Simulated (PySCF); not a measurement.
SMILES [Cl][Mg][SeH] (HClMgSe), singlet at its CAM-B3LYP/def2-SVP optimised geometry (Å):

```
4

Mg    -0.1088    -0.0061     0.0000
Cl    -2.2983     0.0061    -0.0371
Se     2.2983    -0.0061     0.0000
H      2.3098    -0.5887     1.3526
```

Computed with CAM-B3LYP/def2-TZVP in PySCF.

Map of the deformation density (molecule minus spherical neutral atoms) (e/bohr³) on the plane z = 1.2 Å:

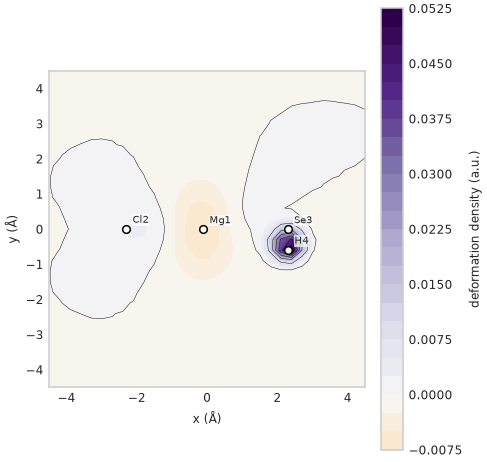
Figure. Deformation density (molecule minus spherical neutral atoms) (e/bohr³) on the plane z = 1.2 Å.
